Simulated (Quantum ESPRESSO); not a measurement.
Band structure of Mg15Co (P-6m2, 16 atoms in the cell).

```
CELL_PARAMETERS angstrom
      6.14772     0.00000     0.00000
     -3.07386     5.32408     0.00000
      0.00000     0.00000     9.73751
ATOMIC_POSITIONS crystal
  Mg 0.00000 0.00000 0.00000
  Mg 0.99545 0.49772 0.50000
  Mg 0.50228 0.00455 0.50000
  Mg 0.50228 0.49772 0.50000
  Mg 0.00407 0.50204 0.00000
  Mg 0.49796 0.99593 0.00000
  Mg 0.49796 0.50204 0.00000
  Mg 0.15955 0.31910 0.26454
  Mg 0.15955 0.84045 0.73546
  Mg 0.68090 0.84045 0.26454
  Mg 0.15955 0.31910 0.73546
  Mg 0.15955 0.84045 0.26454
  Mg 0.68090 0.84045 0.73546
  Mg 0.66667 0.33333 0.24606
  Mg 0.66667 0.33333 0.75394
  Co 0.00000 0.00000 0.50000
```
Moments meant for the start (each program seeds them in its own way; μB, in the order of the atoms Mg Mg Mg Mg Mg Mg Mg Mg Mg Mg Mg Mg Mg Mg Mg Co): 0.0 0.0 0.0 0.0 0.0 0.0 0.0 0.0 0.0 0.0 0.0 0.0 0.0 0.0 0.0 3.0.

Level of theory: PBEsol, SSSP 1.1.2 efficiency (PBE) pseudopotentials (plane waves; Quantum ESPRESSO).

Settings: ecutwfc = 50 Ry; ecutrho = 400 Ry; occupations = smearing; smearing = gaussian; degauss = 0.0073499 Ry; nspin = 2; input_dft = pbesol; potentials = {Mg: Mg.pbe-n-kjpaw_psl.0.3.0.UPF, Co: Co_pbe_v1.2.uspp.F.UPF}; K_POINTS = automatic 3 3 2 1 1 1; conv_thr = 1e-09 Ry; mixing_beta = 0.2.

The starting cell comes from a database of computed structures (which also holds hypothetical and non-ambient phases and stackings), without a prior relaxation at this level. Its lattice was rescaled by a random factor within 2.5 % of one. The starting moments vanished: the run ended non-magnetic, which need not be the lowest state.

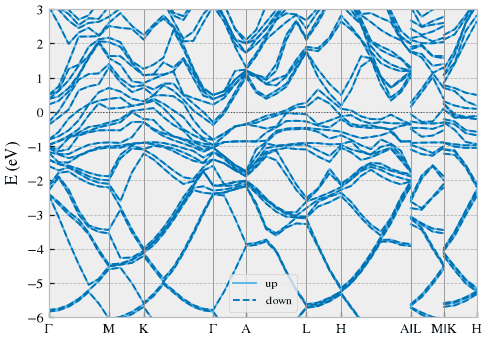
*Bands along the path, energies from the Fermi level.*

Levels in eV from the Fermi level, bands 21 to 28 of the first spin channel:
```json
[
 {"point": "Γ", "21": "-1.04", "22": "-0.97", "23": "-0.97", "24": "-0.81", "25": "-0.81", "26": "-0.38", "27": "-0.30", "28": "0.21"},
 {"point": "M", "21": "-0.38", "22": "-0.31", "23": "0.10", "24": "0.38", "25": "0.70", "26": "1.30", "27": "1.40", "28": "1.57"},
 {"point": "K", "21": "-0.21", "22": "0.07", "23": "0.24", "24": "0.24", "25": "0.31", "26": "0.70", "27": "0.78", "28": "0.84"},
 {"point": "A", "21": "-0.86", "22": "-0.86", "23": "-0.36", "24": "-0.36", "25": "-0.36", "26": "1.02", "27": "1.13", "28": "1.13"},
 {"point": "L", "21": "-0.46", "22": "-0.28", "23": "-0.07", "24": "0.15", "25": "0.27", "26": "1.76", "27": "1.76", "28": "1.83"},
 {"point": "H", "21": "-0.58", "22": "-0.21", "23": "-0.12", "24": "-0.12", "25": "0.09", "26": "0.19", "27": "0.50", "28": "2.64"}
]
```

Bands cross the Fermi level along this path, so the cell is metallic at this level.

The net moment of the cell came out as 0.00 μB.
